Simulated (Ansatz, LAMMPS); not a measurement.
# Static equation of state of amorphous Ge (66 atoms)

Density of this cell: 4.86 g/cm³. The cell holds 66 atoms: 66 Ge. Cell: a = 11.952 Å, b = 12.191 Å, c = 11.249 Å, α = 90.9°, β = 87.8°, γ = 89.0°. The starting structure: 66 atoms (66 Ge) placed at random at 5.19 g/cm³, melted at 3500 K for 10 ps at fixed volume with the Tersoff potential (Tersoff, Phys. Rev. B 39, 5566 (1989)). Quenched from 3500 K to 300 K at 5 K/ps and fixed volume, held 5 ps, then minimised at fixed cell.

Calculated with Ansatz 0.2.0: Kohn-Sham DFT, revPBE, PAW (set soft_1), plane waves; cutoff 420 eV, Γ point, fermi-dirac smearing of 0.05 eV. Cell and atoms were relaxed first, to V0 = 24.808 Å³ an atom at a residual P0 = 0.005 GPa. The cell was then scaled evenly, and the atoms were relaxed at each volume.

| volume (Å³/atom) | pressure (GPa) |
| --- | --- |
| 22.327 | 5.488 |
| 23.319 | ? |
| 24.063 | 1.453 |
| 25.552 | -1.223 |
| 26.296 | -2.256 |

**Question.** Fit the third-order Birch–Murnaghan equation to the rows given and interpolate to the withheld row.

Worked fit:

Take the Eulerian strain f = ½[(V0/V)^(2/3) − 1] and the normalised pressure F = (P − P0) / [3f(1 + 2f)^(5/2)]. The third-order Birch–Murnaghan equation is then the line F = B0 + (3/2)B0(B′ − 4) f, so u = f and v = F.

| u = f | v = F (GPa) |
| --- | --- |
| 0.0363829 | 42.1462 |
| 0.0102567 | 44.7388 |
| -0.00975638 | 44.0724 |
| -0.0190506 | 43.5995 |

With n = 4: mean u = 0.00445816, mean v = 43.6392, Σ(u − ū)² = 0.0018075, Σ(u − ū)(v − v̄) = -0.046512. Slope b = -0.046512 / 0.0018075 = -25.732; intercept a = v̄ − b ū = 43.754.

So B0 = a = 43.8 GPa and B′ = 4 + 2b/(3a) = 3.61. At the withheld volume f = 0.02106, F = a + b f = 43.21 GPa, and P = P0 + 3f(1 + 2f)^(5/2) F.

Prediction at 23.319: 3.031 GPa. The run gave 2.990 GPa, so the fit is high by 0.042 GPa (1.4 % of the value).

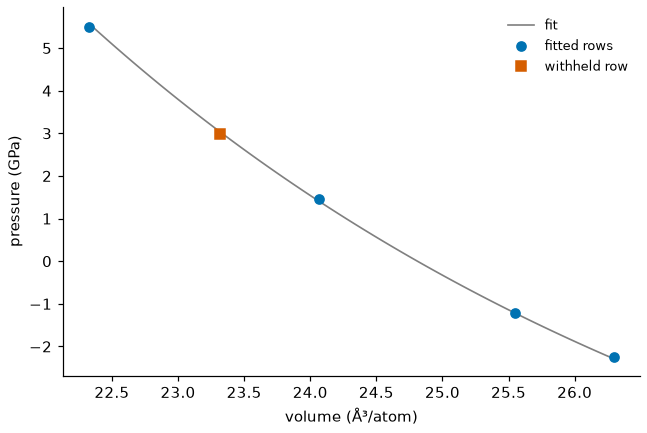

The fit, the rows that it rests on and the withheld row.

The series isn't one smooth equation of state: even a line fitted to all rows, the withheld one included, misses F by up to 3.1 %, the count of bonds changes along the series, an atom moves over 0.5 Å in some relaxation and a scaled cell ends below the relaxed one in energy. B0 and B′ are then only the numbers of this fit, not moduli of the material. Among the rows given, the largest miss of the fit is at 22.327, by 0.087 GPa (1.1 % of the range of the table).

Limits: Static cells at zero temperature; the cell shape is held. The program notes that the SCF threshold of these relaxations is loose for the stress. The quench rate of 5 K/ps is many orders above laboratory rates, so the cell is likely richer in defects and strain than a real sample. The network of bonds at the start is that of the classical potential that made the cell, and needn't be the one that DFT or experiment would give. Only the Γ point is sampled, in a cell whose shortest periodic width is 11 Å, which is coarse for a cell with partly filled levels.

[Hosts, paths, dates, database ids (printed as entryN), source tags and the programs' standing remarks are cut or masked in the printed files.]
